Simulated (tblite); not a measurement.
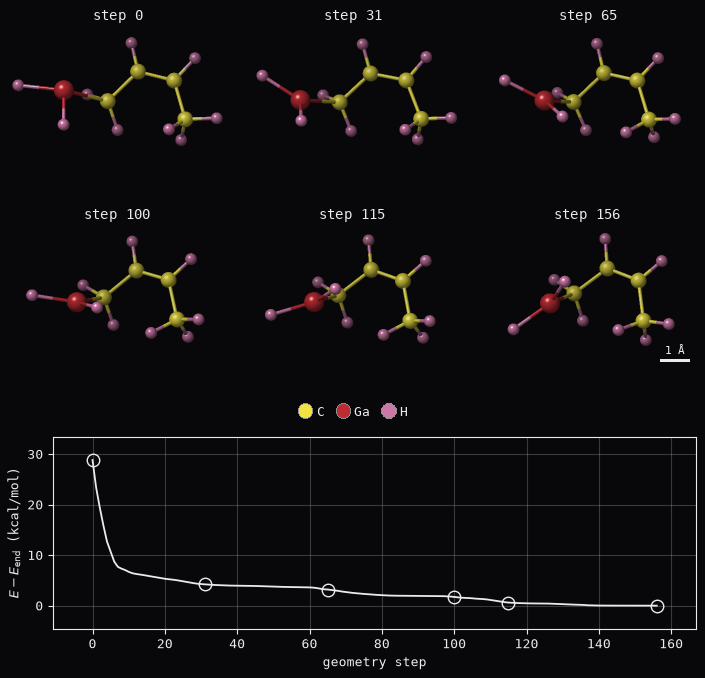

Frames of a relaxation of C4H9Ga, marked on the history of the run. The picture is a ball-and-stick view, seen at a tilt.

All numbers below come from GFN2-xTB geometry optimisation, gas phase (tblite). 

**Describe the path.**

The largest move after the best rigid fit is that of an H atom, 1.91 Å. By element the largest moves are H 1.91 Å, Ga 0.76 Å, C 0.67 Å. Some distances before and after: Ga–H 1.436 → 1.581 Å, Ga–H 1.679 → 1.596 Å, C–H 1.129 → 1.093 Å, C–Ga 2.086 → 2.057 Å. Among the angles between lasting bonds that change: Ga–C–H 88.7° → 112.3°, C–Ga–H 101.7° → 120.5°, Ga–C–H 120.6° → 108.2°. Over 156 geometry steps the energy falls by 28.8 kcal/mol. From step 0 to 31: H atoms move most (0.51 Å), energy −24.6 kcal/mol. From step 31 to 65: an H atom moves most (0.93 Å), energy −1.02 kcal/mol. From step 65 to 100: an H atom moves most (0.55 Å), energy −1.47 kcal/mol. From step 100 to 115: an H atom moves most (0.69 Å), energy −1.12 kcal/mol. From step 115 to 156: an H atom moves most (0.53 Å), energy −0.61 kcal/mol.

| step | E − E(0), kcal/mol |
| --- | --- |
| 0 | 0.00 |
| 1 | -5.46 |
| 2 | -9.38 |
| 3 | -12.93 |
| 4 | -16.14 |
| 5 | -18.09 |
| 6 | -20.10 |
| 7 | -21.13 |
| 8 | -21.50 |
| 9 | -21.77 |
| 10 | -22.13 |
| 18 | -23.25 |
| 25 | -24.00 |
| 33 | -24.70 |
| 41 | -24.88 |
| 48 | -25.01 |
| 56 | -25.15 |
| 64 | -25.59 |
| 71 | -26.23 |
| 79 | -26.71 |
| 87 | -26.87 |
| 95 | -26.92 |
| 102 | -27.25 |
| 110 | -27.69 |
| 118 | -28.32 |
| 125 | -28.40 |
| 133 | -28.62 |
| 141 | -28.81 |
| 148 | -28.82 |
| 156 | -28.83 |
